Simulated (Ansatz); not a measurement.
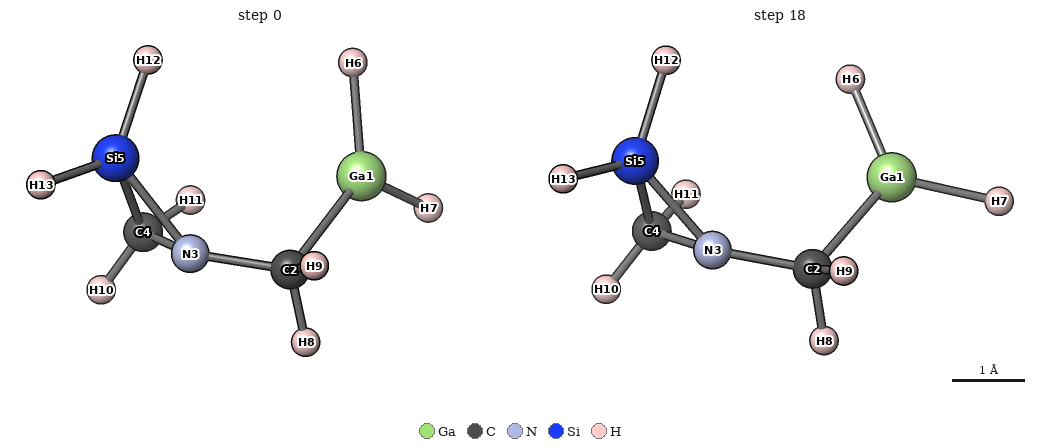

The structure of C₂H₈GaNSi before (left) and after (right) a relaxation, at one scale.

Style: ball-and-stick. Shown at a tilt.

The start comes from GFN2-xTB.

These are results of RKS PBE0-D4/def2-TZVP (Ansatz 0.2.0), not measurements.

Input file:
```yaml
crystal:
  periodic: [false, false, false]
  atoms:
    - {symbol: Ga, position_ang: [-1.916860, 0.526100, 0.352630]}
    - {symbol: C, position_ang: [-0.786930, -0.836570, -0.727720]}
    - {symbol: N, position_ang: [0.604980, -0.669020, -0.471900]}
    - {symbol: C, position_ang: [1.077080, -0.386910, 0.878220]}
    - {symbol: Si, position_ang: [1.734190, 0.629860, -0.544580]}
    - {symbol: H, position_ang: [-1.715540, 2.118490, 0.273550]}
    - {symbol: H, position_ang: [-3.052860, 0.123830, 1.407090]}
    - {symbol: H, position_ang: [-1.099550, -1.847890, -0.405390]}
    - {symbol: H, position_ang: [-0.958890, -0.774890, -1.811930]}
    - {symbol: H, position_ang: [1.563660, -1.218130, 1.374130]}
    - {symbol: H, position_ang: [0.319180, 0.096350, 1.527980]}
    - {symbol: H, position_ang: [1.331960, 2.030700, -0.556420]}
    - {symbol: H, position_ang: [2.899580, 0.208100, -1.295670]}
basis:
  gaussian: {orbitals: def2-TZVP}
hamiltonian: {xc: pbe0, dispersion: d4}
relax: {f_tol: 0.005, max_steps: 150}
```

Run as
```bash
ansatz run in.yaml --threads 4 --pin off --events-out ev --progress --plain --max-ram 10444MiB
```

### Describe what moved and what it gained.

H7 moves most after the best rigid fit: 1.17 Å. By element the largest moves are H 1.17 Å, C 0.22 Å, Ga 0.15 Å, N 0.09 Å, Si 0.08 Å. Some distances before and after: Ga1–C2 2.074 → 1.996 Å, C4–Si5 1.868 → 1.836 Å, Ga1–H6 1.607 → 1.575 Å, Si5–H13 1.449 → 1.480 Å. Among the angles between lasting bonds that change: N3–Si5–H13 109.2° → 117.7°, H12–Si5–H13 119.8° → 112.1°, H6–Ga1–H7 111.7° → 119.0°. Groups turn about Ga1–C2 by about 45°. Over 18 geometry steps the energy falls by 0.222 eV. The largest force component goes from 1.2 to 0.0017 eV/Å.
